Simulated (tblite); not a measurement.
# Frequency calculation of C$_{5}$H$_{11}$B$_{2}$NSi

C$_{5}$H$_{11}$B$_{2}$NSi, computed with GFN2-xTB harmonic vibrations, gas phase (tblite 0.8.0).

It belongs to a series of runs on one base structure; here: SiH2 inserted into a N-B bond.

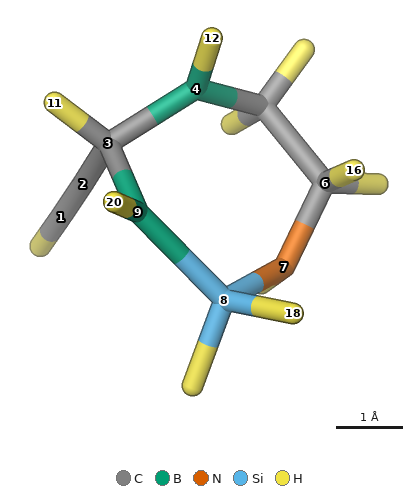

**Figure 1.** The structure as given in the input (stick view, seen at a tilt; atoms are numbered from 1 in the order of the input).

**Key numbers**

```tsv
quantity	value
outcome	converged
total energy	−635.2518 eV
zero-point energy	92.7540 kcal/mol
hardware	1 CPU thread, shared host
wall time	1.5 s
peak memory	0.18 GiB
```

**The input**
```
{"job": {"kind": "ir", "xc": "GFN2-xTB", "basis": "xTB"}, "charge": 0, "multiplicity": 1}
C      2.065936     0.571096     1.914557
C      1.852216     0.316198     0.763595
C      1.621093    -0.001338    -0.627995
B      0.463299     0.863718    -1.286600
C     -0.630256     1.563544    -0.397170
C     -1.783829     0.573120    -0.056445
N     -1.420767    -0.488654     0.838670
Si    -0.578671    -1.898657     0.268536
B      0.994463    -1.444306    -0.818019
H      2.262613     0.802400     2.918399
H      2.560362     0.120136    -1.177105
H      0.389945     0.905390    -2.457426
H     -0.238507     1.925322     0.557097
H     -1.088200     2.414676    -0.905666
H     -2.602050     1.148071     0.393493
H     -2.159149     0.121191    -0.978212
H     -1.141562    -0.124867     1.737386
H     -1.625890    -2.598408    -0.510588
H     -0.363617    -2.653488     1.511958
H      1.417423    -2.104465    -1.691501
```

The first line tells a small driver script what to run in tblite; the rest is the geometry in Å.

Launched with:
```bash
OMP_NUM_THREADS=1 python <driver script> task.json out
```

**Log**
```
mode    cm-1     km/mol
  1      68.9      0.74
  2      72.9      0.76
  3     117.1      0.54
  4     152.4      0.64
  5     186.0      3.65
  6     224.7      1.29
  7     264.2      0.80
  8     274.7      3.47
  9     313.1      2.14
 10     369.2     38.39
 11     411.7     12.12
 12     443.6     12.24
 13     515.7     14.05
 14     530.8    110.68
 15     609.4     20.55
 16     623.9      6.60
 17     636.3     21.47
 18     651.5     13.88
 19     668.3      7.00
 20     696.7     49.99
 21     725.2     57.31
 22     761.8    168.30
 23     775.9    162.85
 24     791.6     88.24
 25     849.5     47.94
 26     883.5      5.32
 27     912.1     39.48
 28     966.0     44.54
 29     976.8     96.15
 30    1023.0     30.41
 31    1063.8     24.17
 32    1087.7    108.14
 33    1106.0     14.40
 34    1142.3     72.64
 35    1163.2    187.01
 36    1214.1      3.06
 37    1256.8     14.81
 38    1285.6     33.86
 39    1330.8      4.83
 40    1375.9     52.51
 41    1490.3      1.67
 42    1493.4      0.37
 43    2111.0    400.44
 44    2196.7    346.83
 45    2277.2     30.56
 46    2610.8     72.43
 47    2617.2    217.41
 48    2901.0     69.56
 49    2920.1     46.08
 50    2955.5      9.26
 51    2966.9     79.12
 52    2976.7     41.94
 53    3396.5      1.59
 54    3446.0      4.05
```

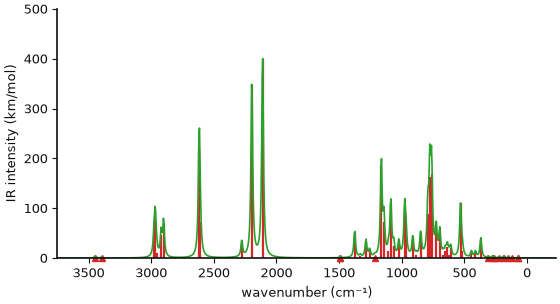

**Figure 2.** Harmonic infrared spectrum, unscaled: sticks (degenerate modes added up, dark ones marked on the axis) with a Lorentzian envelope of 16 cm⁻¹ full width, scaled to the tallest stick. 54 modes from 69 to 3446 cm⁻¹, none imaginary. The strongest line is at 2111 cm⁻¹ (400 km/mol).
